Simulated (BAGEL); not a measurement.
# triplet C3H6Al− at 3 levels

Aim: a comparison of 3 runs (UHF/STO-3G, ROHF/6-31G*, ROHF/cc-pVDZ) of triplet C3H6Al−. 

Program for the calculation: BAGEL 1.2.2.

2 further runs of the same task are left out: 2 that didn't finish. Runs told in other sessions of the task aren't counted.

### 1 The structure to begin with

The species is C3H6Al− (10 atoms), meant as a triplet with charge -1. As SMILES of the parent species, `[AlH3-][CH]1C=C1`. Geometry: a GFN2-xTB relaxation, a rough one for these elements and not checked as a minimum. That shape belongs to the parent species and isn't relaxed for this state.

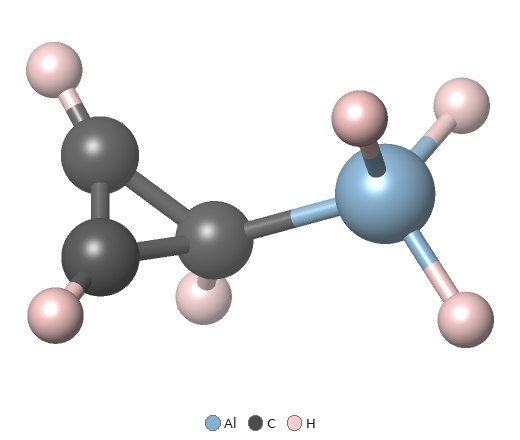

The structure, seen from a chosen angle (aluminium light blue, carbon dark grey, hydrogen pink).

### 2 A single-point energy at UHF/STO-3G (density fitting with qzvpp-jkfit) (run 1)

job.json

```json
{ "bagel" : [

{
  "title" : "molecule",
  "basis" : "sto-3g",
  "df_basis" : "qzvpp-jkfit",
  "angstrom" : true,
  "geometry" : [
    { "atom" : "Al", "xyz" : [   -1.170310,    0.750830,   -0.726950 ] },
    { "atom" : "C", "xyz" : [   -0.077570,   -0.649730,    0.272410 ] },
    { "atom" : "C", "xyz" : [    1.441100,   -0.742010,    0.075020 ] },
    { "atom" : "C", "xyz" : [    1.068550,   -0.236830,    1.203700 ] },
    { "atom" : "H", "xyz" : [   -1.737190,    0.125090,   -2.111880 ] },
    { "atom" : "H", "xyz" : [   -2.417120,    1.248100,    0.183010 ] },
    { "atom" : "H", "xyz" : [   -0.174840,    1.993820,   -1.041410 ] },
    { "atom" : "H", "xyz" : [   -0.502130,   -1.639080,    0.575290 ] },
    { "atom" : "H", "xyz" : [    2.233980,   -1.034240,   -0.576290 ] },
    { "atom" : "H", "xyz" : [    1.335510,    0.184050,    2.147110 ] }
  ]
},
{
  "title" : "uhf",
  "charge" : -1,
  "nopen" : 2
},
{
  "title" : "print",
  "file" : "orbitals.molden",
  "orbitals" : true
}

]}
```

Started as:

```console
BAGEL_NUM_THREADS=1 BAGEL job.json > job.out
```

The log of the run:

```text
* using 1 threads per process

  ===============================================================
  ===============================================================

  *** Geometry ***

  { "atom" : "Al", "xyz" : [     -2.211565,      1.418863,     -1.373736 ] },
  { "atom" : "C", "xyz" : [     -0.146586,     -1.227812,      0.514780 ] },
  { "atom" : "C", "xyz" : [      2.723284,     -1.402196,      0.141767 ] },
  { "atom" : "C", "xyz" : [      2.019267,     -0.447544,      2.274663 ] },
  { "atom" : "H", "xyz" : [     -3.282813,      0.236386,     -3.990875 ] },
  { "atom" : "H", "xyz" : [     -4.567695,      2.358567,      0.345839 ] },
  { "atom" : "H", "xyz" : [     -0.330400,      3.767774,     -1.967980 ] },
  { "atom" : "H", "xyz" : [     -0.948888,     -3.097412,      1.087141 ] },
  { "atom" : "H", "xyz" : [      4.221610,     -1.954430,     -1.089030 ] },
  { "atom" : "H", "xyz" : [      2.523748,      0.347804,      4.057450 ] },

  Number of auxiliary basis functions:      461

  Since a DF basis is specified, we compute 2- and 3-index integrals:
    o Being stored without compression. Storage requirement is 0.003 GB

  Number of basis functions:       30
  Number of electrons      :       37

    * METHOD: MOLECULE                             0.09

  *** Open-shell HF ***

  === Nuclear Repulsion ===
   132.5158094401

      * DIIS with orbital gradients will be used.

  === UHF iteration (sto-3g) ===
      0       -354.23324529          0.02443663           0.02
      1       -354.30031302          0.01038735           0.02
      2       -354.31162893          0.00482738           0.02
      3       -354.31530829          0.00293480           0.02
      4       -354.31863720          0.00138749           0.02
      5       -354.31984950          0.00036385           0.02
      6       -354.31994424          0.00021586           0.02
      7       -354.32000084          0.00006156           0.02
      8       -354.32000556          0.00002069           0.02
      9       -354.32000625          0.00000513           0.02
     10       -354.32000633          0.00000212           0.02
     11       -354.32000635          0.00000067           0.02
     12       -354.32000635          0.00000037           0.02
     13       -354.32000635          0.00000019           0.02
     14       -354.32000636          0.00000012           0.02
     15       -354.32000636          0.00000005           0.02
     16       -354.32000636          0.00000001           0.02
     17       -354.32000636          0.00000000           0.02
    * SCF iteration converged.

    * S^2 (UHF) is 2.0411

    * Permanent dipole moment:
           (   -1.309935,     1.019583,    -0.904825) a.u.

    * METHOD: UHF                                  0.34

    * METHOD: PRINT                                0.00

  ===============================================================
```

Run time: 0.58 s. Hardware: 1 thread of AMD EPYC 9B45 (Zen 5), shared host.

### 3 The energy at ROHF/6-31G(d) (density fitting with qzvpp-jkfit, spherical functions) (run 2)

input.json

```json
{ "bagel": [

{
  "title": "molecule",
  "basis": "6-31gs.json",
  "df_basis": "qzvpp-jkfit",
  "angstrom": true,
  "geometry": [
    { "atom": "Al", "xyz": [   -1.170310,    0.750830,   -0.726950 ] },
    { "atom": "C", "xyz": [   -0.077570,   -0.649730,    0.272410 ] },
    { "atom": "C", "xyz": [    1.441100,   -0.742010,    0.075020 ] },
    { "atom": "C", "xyz": [    1.068550,   -0.236830,    1.203700 ] },
    { "atom": "H", "xyz": [   -1.737190,    0.125090,   -2.111880 ] },
    { "atom": "H", "xyz": [   -2.417120,    1.248100,    0.183010 ] },
    { "atom": "H", "xyz": [   -0.174840,    1.993820,   -1.041410 ] },
    { "atom": "H", "xyz": [   -0.502130,   -1.639080,    0.575290 ] },
    { "atom": "H", "xyz": [    2.233980,   -1.034240,   -0.576290 ] },
    { "atom": "H", "xyz": [    1.335510,    0.184050,    2.147110 ] }
  ]
},
{ "title": "rohf", "charge": -1, "nopen": 2 },
{ "title": "print", "file": "orbitals.molden", "orbitals": true }

]}
```

The basis set 6-31G* is read from a file made from the Basis Set Exchange's data (not shown).

Started as:

```console
BAGEL_NUM_THREADS=1 BAGEL input.json > input.out
```

The log of the run:

```text
* using 1 threads per process

  ===============================================================
  ===============================================================

  *** Geometry ***

  { "atom" : "Al", "xyz" : [     -2.211565,      1.418863,     -1.373736 ] },
  { "atom" : "C", "xyz" : [     -0.146586,     -1.227812,      0.514780 ] },
  { "atom" : "C", "xyz" : [      2.723284,     -1.402196,      0.141767 ] },
  { "atom" : "C", "xyz" : [      2.019267,     -0.447544,      2.274663 ] },
  { "atom" : "H", "xyz" : [     -3.282813,      0.236386,     -3.990875 ] },
  { "atom" : "H", "xyz" : [     -4.567695,      2.358567,      0.345839 ] },
  { "atom" : "H", "xyz" : [     -0.330400,      3.767774,     -1.967980 ] },
  { "atom" : "H", "xyz" : [     -0.948888,     -3.097412,      1.087141 ] },
  { "atom" : "H", "xyz" : [      4.221610,     -1.954430,     -1.089030 ] },
  { "atom" : "H", "xyz" : [      2.523748,      0.347804,      4.057450 ] },

  Number of auxiliary basis functions:      461

  Since a DF basis is specified, we compute 2- and 3-index integrals:
    o Being stored without compression. Storage requirement is 0.019 GB

  Number of basis functions:       72
  Number of electrons      :       37

    * METHOD: MOLECULE                             0.13

  *** Open-shell HF ***

  === Nuclear Repulsion ===
   132.5158094401

      * DIIS with orbital gradients will be used.

  === ROHF iteration (6-31gs.json) ===
      0       -358.62955494          0.03161226           0.05
      1       -358.73161320          0.01494085           0.05
      2       -358.75128003          0.00775034           0.05
      3       -358.75786516          0.00235982           0.05
      4       -358.76060754          0.00155241           0.05
      5       -358.76211290          0.00101351           0.05
      6       -358.76290706          0.00026931           0.05
      7       -358.76329150          0.00015004           0.05
      8       -358.76329307          0.00008739           0.05
      9       -358.76329832          0.00003395           0.05
     10       -358.76330724          0.00001168           0.05
     11       -358.76330873          0.00000535           0.05
     12       -358.76330991          0.00000286           0.05
     13       -358.76330991          0.00000122           0.05
     14       -358.76330972          0.00000059           0.05
     15       -358.76330964          0.00000030           0.05
     16       -358.76330958          0.00000021           0.05
     17       -358.76330957          0.00000013           0.05
     18       -358.76330955          0.00000006           0.05
     19       -358.76330956          0.00000003           0.05
     20       -358.76330956          0.00000001           0.05
     21       -358.76330957          0.00000001           0.05
    * SCF iteration converged.

    * S^2 (ROHF) is 2.0000

    * Permanent dipole moment:
           (   -1.587049,     1.233943,    -1.089731) a.u.

    * METHOD: ROHF                                 1.15

    * METHOD: PRINT                                0.01

  ===============================================================
```

Wall time 1.4 s (1 thread of AMD EPYC 9B45 (Zen 5), shared host); peak memory 0.099 GiB.

### 4 The energy at ROHF/cc-pVDZ (density fitting with qzvpp-jkfit) (run 3)

Edit input.json of step 3 so:

```diff
@@ -4,3 +4,3 @@
   "title": "molecule",
-  "basis": "6-31gs.json",
+  "basis": "cc-pvdz.json",
   "df_basis": "qzvpp-jkfit",
```

The basis set cc-pVDZ is read from a file made from the Basis Set Exchange's data (not shown).

Started as:

```console
BAGEL_NUM_THREADS=1 BAGEL input.json > input.out
```

The log of the run:

```text
* using 1 threads per process

  ===============================================================
  ===============================================================

  *** Geometry ***

  { "atom" : "Al", "xyz" : [     -2.211565,      1.418863,     -1.373736 ] },
  { "atom" : "C", "xyz" : [     -0.146586,     -1.227812,      0.514780 ] },
  { "atom" : "C", "xyz" : [      2.723284,     -1.402196,      0.141767 ] },
  { "atom" : "C", "xyz" : [      2.019267,     -0.447544,      2.274663 ] },
  { "atom" : "H", "xyz" : [     -3.282813,      0.236386,     -3.990875 ] },
  { "atom" : "H", "xyz" : [     -4.567695,      2.358567,      0.345839 ] },
  { "atom" : "H", "xyz" : [     -0.330400,      3.767774,     -1.967980 ] },
  { "atom" : "H", "xyz" : [     -0.948888,     -3.097412,      1.087141 ] },
  { "atom" : "H", "xyz" : [      4.221610,     -1.954430,     -1.089030 ] },
  { "atom" : "H", "xyz" : [      2.523748,      0.347804,      4.057450 ] },

  Number of auxiliary basis functions:      461

  Since a DF basis is specified, we compute 2- and 3-index integrals:
    o Being stored without compression. Storage requirement is 0.030 GB

  Number of basis functions:       90
  Number of electrons      :       37

    * METHOD: MOLECULE                             0.14

  *** Open-shell HF ***

  === Nuclear Repulsion ===
   132.5158094401

      * DIIS with orbital gradients will be used.

  === ROHF iteration (cc-pvdz.json) ===
      0       -358.63656396          0.02762745           0.07
      1       -358.75223979          0.01518415           0.07
      2       -358.77665504          0.00812196           0.07
      3       -358.78597780          0.00201759           0.07
      4       -358.78865465          0.00135179           0.07
      5       -358.79019089          0.00091547           0.07
      6       -358.79118933          0.00025358           0.07
      7       -358.79168662          0.00013051           0.07
      8       -358.79167829          0.00008004           0.07
      9       -358.79168494          0.00003214           0.07
     10       -358.79169946          0.00001161           0.07
     11       -358.79170049          0.00000615           0.07
     12       -358.79170180          0.00000278           0.07
     13       -358.79170145          0.00000114           0.07
     14       -358.79170115          0.00000049           0.07
     15       -358.79170107          0.00000025           0.07
     16       -358.79170099          0.00000018           0.07
     17       -358.79170098          0.00000011           0.07
     18       -358.79170097          0.00000004           0.07
     19       -358.79170099          0.00000002           0.07
     20       -358.79170099          0.00000001           0.07
    * SCF iteration converged.

    * S^2 (ROHF) is 2.0000

    * Permanent dipole moment:
           (   -1.558739,     1.221240,    -1.074115) a.u.

    * METHOD: ROHF                                 1.50

    * METHOD: PRINT                                0.01

  ===============================================================
```

It took 1.8 s on 1 thread of AMD EPYC 9B45 (Zen 5), shared host; peak memory 0.12 GiB.

### 5 Overview of the runs

```
run                                                                level  energy (Eh)   ⟨S²⟩  wall time
  1                        UHF/STO-3G (density fitting with qzvpp-jkfit)  -354.320006  2.041     0.58 s
  2  ROHF/6-31G* (density fitting with qzvpp-jkfit, spherical functions)  -358.763310  2.000      1.4 s
  3                      ROHF/cc-pVDZ (density fitting with qzvpp-jkfit)  -358.791701  2.000      1.8 s
```

### 6 Results

| quantity | value |
| --- | --- |
| run 3: total energy | -358.79170 Eh |
| run 3: ⟨S²⟩ | 2.000 |

In run 1 the basis is minimal, so the values are rough. All runs together took 3.8 s, the longest 1.8 s.
